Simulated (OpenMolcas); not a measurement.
Run report: GeCl2, excited-state calculation (part 2 of 4)

The same run, continued: GeCl2, multiplicity 3; CASPT2/ANO-R2, sfX2C (OpenMolcas 26.06). The geometry is that of the parent species in another charge or spin state. The geometry comes from this level: GFN2-xTB.

Geometry of the input (Å):
```
Cl -0.0271  -1.6606  0.4180
Ge -0.4244  0.0592  -0.8266
Cl 0.4515  1.6014  0.4086
```

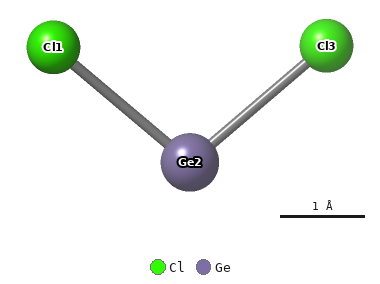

Figure 1. The structure as given in the input (ball-and-stick view, seen at a tilt; atoms are numbered from 1 in the order of the input). Sticks mark near contacts.

### Log, continued
```
      Mulliken population analysis for root number:  2
      -----------------------------------------------

++    Molecular charges:
      ------------------

      Mulliken charges per centre
      ---------------------------

                CL1     GE2     CL3
      Total   17.1263 31.7377 17.1359

      N-E     -0.1263  0.2623 -0.1359

      Total electronic charge=   66.000000

      Total            charge=   -0.000000
--

      Expectation values of various properties for root number:  2
      -----------------------------------------------------------

++    Molecular properties:
      ---------------------

      Charge (e):
                      =   -0.0000
      Dipole Moment (debye):
      Origin of the operator (angstrom)=   -0.1149    0.0160   -0.2238
                   X= -7.1318E-02               Y= -6.8856E-02               Z= -1.1662E-01           Total=  1.5306E-01
      Quadrupole Moment (debye*angstrom):
      Origin of the operator (angstrom)=   -0.1149    0.0160   -0.2238
                  XX= -4.3077E+01              XY= -6.1481E-03              XZ= -3.6298E-01              YY= -4.2946E+01
                  YZ=  5.2527E-03              ZZ= -4.3580E+01
      In traceless form (debye*angstrom)
                  XX=  1.8594E-01              XY= -9.2222E-03              XZ= -5.4446E-01              YY=  3.8257E-01
                  YZ=  7.8790E-03              ZZ= -5.6852E-01
--

      Mulliken spin population analysis for root number:  2
      ---------------------------------------------------

++    Molecular charges:
      ------------------

      Mulliken spin population per centre
      ---------------------------

                CL1     GE2     CL3
      Total    0.5099  0.9891  0.5010

      Total electronic spin=    2.000000
--

      LoProp population analysis for root number:  2
      -----------------------------------------------

++    LoProp analysis:
      ----------------

++    Static properties:
      ------------------

      LoProp Charges per center

                   CL1      GE2      CL3
      Nuclear     17.0000  32.0000  17.0000
      Electronic -17.0804 -31.8296 -17.0900

      Total       -0.0804   0.1704  -0.0900
--

      Natural Bond Order analysis for root number:  2

++    Natural Bond Order analysis
      ---------------------------
      Based on LoProp computed density
      -------------------------------------------------------------------------------------
      Atom A       Atom B       Bond Order
      -------------------------------------------------------------------------------------
      NBO located      1.000 non-bonded electrons on atom CL1
      NBO located      1.000 non-bonded electrons on atom CL1
      NBO located      1.000 non-bonded electrons on atom CL1
      NBO located      1.000 non-bonded electrons on atom CL1
      NBO located      1.000 non-bonded electrons on atom CL1
      NBO located      0.998 non-bonded electrons on atom GE2
      NBO located      0.998 non-bonded electrons on atom GE2
      NBO located      0.998 non-bonded electrons on atom GE2
      NBO located      0.999 non-bonded electrons on atom GE2
      NBO located      0.999 non-bonded electrons on atom GE2
      NBO located      1.000 non-bonded electrons on atom GE2
      NBO located      1.000 non-bonded electrons on atom GE2
      NBO located      1.000 non-bonded electrons on atom GE2
      NBO located      1.000 non-bonded electrons on atom GE2
      NBO located      1.000 non-bonded electrons on atom GE2
      NBO located      1.000 non-bonded electrons on atom GE2
      NBO located      1.000 non-bonded electrons on atom GE2
      NBO located      1.000 non-bonded electrons on atom GE2
      NBO located      1.000 non-bonded electrons on atom GE2
      NBO located      1.000 non-bonded electrons on atom CL3
      NBO located      1.000 non-bonded electrons on atom CL3
      NBO located      1.000 non-bonded electrons on atom CL3
      NBO located      1.000 non-bonded electrons on atom CL3
      NBO located      1.000 non-bonded electrons on atom CL3
      The remaining    9.258 electrons are to be considered as diffuse
--

--

      Von Neumann Entropy (Root   3) =  1.00000

      Mulliken population analysis for root number:  3
      -----------------------------------------------

++    Molecular charges:
      ------------------

      Mulliken charges per centre
      ---------------------------

                CL1     GE2     CL3
      Total   16.7170 32.5653 16.7176

      N-E      0.2830 -0.5653  0.2824

      Total electronic charge=   66.000000

      Total            charge=   -0.000000
--

      Expectation values of various properties for root number:  3
      -----------------------------------------------------------

++    Molecular properties:
      ---------------------

      Charge (e):
                      =   -0.0000
      Dipole Moment (debye):
      Origin of the operator (angstrom)=   -0.1149    0.0160   -0.2238
                   X=  2.4558E+00               Y= -3.4874E-01               Z=  4.7847E+00           Total=  5.3894E+00
      Quadrupole Moment (debye*angstrom):
      Origin of the operator (angstrom)=   -0.1149    0.0160   -0.2238
                  XX= -4.6316E+01              XY=  1.7807E+00              XZ=  5.3362E-01              YY= -3.4441E+01
                  YZ= -1.1365E-01              ZZ= -4.5809E+01
      In traceless form (debye*angstrom)
                  XX= -6.1907E+00              XY=  2.6710E+00              XZ=  8.0043E-01              YY=  1.1621E+01
                  YZ= -1.7048E-01              ZZ= -5.4304E+00
--

      Mulliken spin population analysis for root number:  3
      ---------------------------------------------------

++    Molecular charges:
      ------------------

      Mulliken spin population per centre
      ---------------------------

                CL1     GE2     CL3
      Total    0.9192  0.1615  0.9193

      Total electronic spin=    2.000000
--

      LoProp population analysis for root number:  3
      -----------------------------------------------

++    LoProp analysis:
      ----------------

++    Static properties:
      ------------------

      LoProp Charges per center

                   CL1      GE2      CL3
      Nuclear     17.0000  32.0000  17.0000
      Electronic -16.6735 -32.6523 -16.6741

      Total        0.3265  -0.6523   0.3259
--

      Natural Bond Order analysis for root number:  3

++    Natural Bond Order analysis
      ---------------------------
      Based on LoProp computed density
      -------------------------------------------------------------------------------------
      Atom A       Atom B       Bond Order
      -------------------------------------------------------------------------------------
      NBO located      1.000 non-bonded electrons on atom CL1
      NBO located      1.000 non-bonded electrons on atom CL1
      NBO located      1.000 non-bonded electrons on atom CL1
      NBO located      1.000 non-bonded electrons on atom CL1
      NBO located      1.000 non-bonded electrons on atom CL1
      NBO located      0.998 non-bonded electrons on atom GE2
      NBO located      0.998 non-bonded electrons on atom GE2
      NBO located      0.998 non-bonded electrons on atom GE2
      NBO located      0.999 non-bonded electrons on atom GE2
      NBO located      0.999 non-bonded electrons on atom GE2
      NBO located      0.999 non-bonded electrons on atom GE2
      NBO located      1.000 non-bonded electrons on atom GE2
      NBO located      1.000 non-bonded electrons on atom GE2
      NBO located      1.000 non-bonded electrons on atom GE2
      NBO located      1.000 non-bonded electrons on atom GE2
      NBO located      1.000 non-bonded electrons on atom GE2
      NBO located      1.000 non-bonded electrons on atom GE2
      NBO located      1.000 non-bonded electrons on atom GE2
      NBO located      1.000 non-bonded electrons on atom GE2
      NBO located      1.000 non-bonded electrons on atom CL3
      NBO located      1.000 non-bonded electrons on atom CL3
      NBO located      1.000 non-bonded electrons on atom CL3
      NBO located      1.000 non-bonded electrons on atom CL3
      NBO located      1.000 non-bonded electrons on atom CL3
      The remaining    9.082 electrons are to be considered as diffuse
--

--

      Average orbitals are written to the RASORB file
      Natural orbitals for root   1 are written to the RASORB.1 file
      Natural orbitals for root   2 are written to the RASORB.2 file
      Natural orbitals for root   3 are written to the RASORB.3 file
      Spin density orbitals for root   1 are written to the SPDORB.1 file
      Spin density orbitals for root   2 are written to the SPDORB.2 file
      Spin density orbitals for root   3 are written to the SPDORB.3 file

--- Stop Module: rasscf /rc=_RC_ALL_IS_WELL_ ---
           step3.RasOrb.3 step3.rasscf.h5 step3.SpdOrb.1 step3.SpdOrb.2 step3.SpdOrb.3 xmldump
--- Module rasscf spent 23 seconds ---

--- Start Module: caspt2 ---

                                              &CASPT2

                       available to each process: 1.9 GB of memory, 1 thread

++    Wave function specifications:
      -----------------------------

      Number of closed shell electrons          14
      Number of electrons in active shells       4
      Max number of holes in RAS1 space          0
      Max number of electrons in RAS3 space      0
      Number of inactive orbitals                7
      Number of active orbitals                  3
      Number of secondary orbitals             115
      Spin quantum number                      1.0
      State symmetry                             1
      Number of CSFs                             3
      Number of CASSCF root(s) available         3
      CASPT2 state passed to geometry opt.       3
      A file JOBMIX will be created
      This is a MULTI-STATE CASSCF reference
      Number of CI roots used                    3
      These are:                                 1   2   3
      Off-diagonal elements of Heff are computed
--

++    Orbital specifications:
      -----------------------

      Symmetry species                           1
                                                 a
      Frozen orbitals                           24
      Inactive orbitals                          7
      Active orbitals                            3
      Secondary orbitals                       115
      Deleted orbitals                           0
      Number of basis functions                149
--

++    CASPT2 specifications:
      ----------------------

      Type of calculation                        XDW-CASPT2
      Fock operator                              dynamically weighted
      DW Type                                    2
      DW exponent                                1.0000E+00
      IPEA shift                                 0.00
      Real shift                                 0.00
      Imaginary shift                            0.00
      The input orbitals will be transformed to quasi-canonical
      The input states will be rotated to diagonalize the Fock operator
--

--------------------------------------------------------------------------------
 Estimated memory requirements:
  POLY3 :                   250133
  RHS:                      686020
  SIGMA :                   810280
  PRPCTL:                        0
 Available workspace:    232475722

  H0 in the original model space basis:
                1               2               3
   1      -11.30254394     -0.00003502     -0.02872912
   2       -0.00003502    -11.28264066      0.00013513
   3       -0.02872912      0.00013513    -11.00588900

  H0 eigenvectors:
                1               2               3
   1        0.99542773     -0.00091710     -0.09551328
   2        0.00096863      0.99999941      0.00049320
   3        0.09551277     -0.00058346      0.99542803

++ CASPT2 computation for group   1

********************************************************************************
 Multi-State initialization phase begins for group   1
--------------------------------------------------------------------------------
********************************************************************************
 Compute H0 matrices for state    1
--------------------------------------------------------------------------------
--------------------------------------------------------------------------------
 H0 matrices have been computed.

********************************************************************************
  CASPT2 EQUATION SOLUTION
--------------------------------------------------------------------------------

  Total nr of CASPT2 parameters:
   Before reduction:      696745
   After  reduction:      661407

 Variance of |WF0>:       1.4886846772

 The contributions to the second order correlation energy in atomic units.
-----------------------------------------------------------------------------------------------------------------------------
  IT.      VJTU        VJTI        ATVX        AIVX        VJAI        BVAT        BJAT        BJAI        TOTAL       RNORM
-----------------------------------------------------------------------------------------------------------------------------
   1    -0.000000   -0.000230   -0.015032   -0.054031   -0.018283   -0.021309   -0.139660   -0.244183   -0.492728    0.000764
   2    -0.000000   -0.000230   -0.015038   -0.054027   -0.018282   -0.021310   -0.139684   -0.244218   -0.492790    0.000030
   3    -0.000000   -0.000230   -0.015038   -0.054028   -0.018282   -0.021310   -0.139685   -0.244219   -0.492793    0.000002
-----------------------------------------------------------------------------------------------------------------------------

  FINAL CASPT2 RESULT:

      Reference energy:       -3018.9131152322
      E2 (Non-variational):      -0.4927929027
      E2 (Variational):          -0.4927928954
      Total energy:           -3019.4059081275
      Residual norm:              0.0000000653
      Reference weight:           0.80887

      Contributions to the CASPT2 correlation energy
      Active & Virtual Only:         -0.0363483834
      One Inactive Excited:          -0.1937126608
      Two Inactive Excited:          -0.2627318585

++ Denominators, etc.
```
